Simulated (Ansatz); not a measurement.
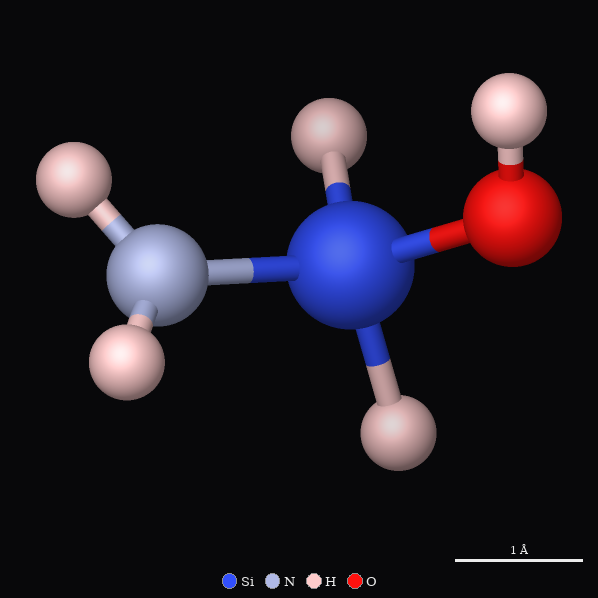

Figure made from data computed with Ansatz.

The picture shows the input geometry.

Input file:

```yaml
crystal:
  periodic: [false, false, false]
  atoms:
    - {symbol: Si, position_ang: [-0.724723, -0.841679, -0.364651]}
    - {symbol: N, position_ang: [0.937664, -0.965858, -0.005403]}
    - {symbol: H, position_ang: [-1.077523, -1.738486, -1.486967]}
    - {symbol: H, position_ang: [-1.410652, -1.209789, 0.902616]}
    - {symbol: O, position_ang: [-1.249093, 0.626462, -0.903311]}
    - {symbol: H, position_ang: [1.290068, -0.904923, 0.933604]}
    - {symbol: H, position_ang: [1.665253, -0.891253, -0.695490]}
    - {symbol: H, position_ang: [-1.124949, 1.377666, -0.321506]}
basis:
  gaussian: {orbitals: def2-TZVPP}
hamiltonian: {xc: {name: wB97M-V}}
```

Result:

```
Functional definition: wB97M-V
  name "wB97M-V"
  cite "Mardirossian & Head-Gordon, J. Chem. Phys. 144, 214110 (2016) doi:10.1063/1.4952647"
  cite "Becke, J. Chem. Phys. 107, 8554 (1997) doi:10.1063/1.475007"
  cite "Vydrov & Van Voorhis, J. Chem. Phys. 133, 244103 (2010) doi:10.1063/1.3521275"
  # Of w^i u^j: cxij and so on, Table III.
  parameter omega = 0.3/bohr
  parameter cx = 0.15
  parameter cx01 = 1.007
  parameter cx10 = 0.259
  parameter css00 = 0.443
  parameter css04 = -1.437
  parameter css10 = -4.535
  parameter css20 = -3.390
  parameter css43 = 4.278
  parameter cos00 = 1.000
  parameter cos10 = 1.358
  parameter cos20 = 2.924
  parameter cos21 = -8.812
  parameter cos60 = -1.390
  parameter cos61 = 9.142
  parameter b = 6.0
  parameter c = 0.01
  gx(w, u) = 1 - cx + cx01*u + cx10*w
  gss(w, u) = css00 + css04*u^4 + css10*w + css20*w^2 + css43*w^4*u^3
  gos(w, u) = cos00 + cos10*w + (cos20 + cos21*u)*w^2 + (cos60 + cos61*u)*w^6
  exchange = spin_sum(e_x_unif_sr(omega)*gx(b97_w, b97_u_x)) + cx*exact_x_sr(omega) + exact_x_lr(omega)
  correlation = spin_sum(e_c_pw_mod_same_spin*gss(b97_w, b97_u_same))
      + integral(e_c_pw_mod_opposite_spin*gos(b97_w_opposite, b97_u_opposite)) + vv10(b, c)
892 factors; their error is unknown
214 factors; integrals over basis functions are off by at most 1.1e-5 eV
mean field evaluation 1: about -11491.3755 eV, gradient 6.4e1 eV
mean field evaluation 2: about -11490.9726 eV, gradient 6.6e1 eV
mean field evaluation 4: about -11498.1809 eV, gradient 2.4e0 eV
mean field evaluation 8: about -11498.1974 eV, gradient 5.4e-2 eV
mean field evaluation 16: about -11498.2044 eV, gradient 1.4e-5 eV
mean field -11498.20443748 eV, -422.5512193144 hartree, gradient 1.4e-5 eV, S^2 0.000000; 0 other end points of the search recorded, 0 dependent functions left out
reference -11498.20448174 eV, -422.5512209409 hartree; 17, 17 occupied and 157, 157 virtual orbitals, 892 factors
Total energy: -11498.20448174 eV, -422.5512209409 hartree
```
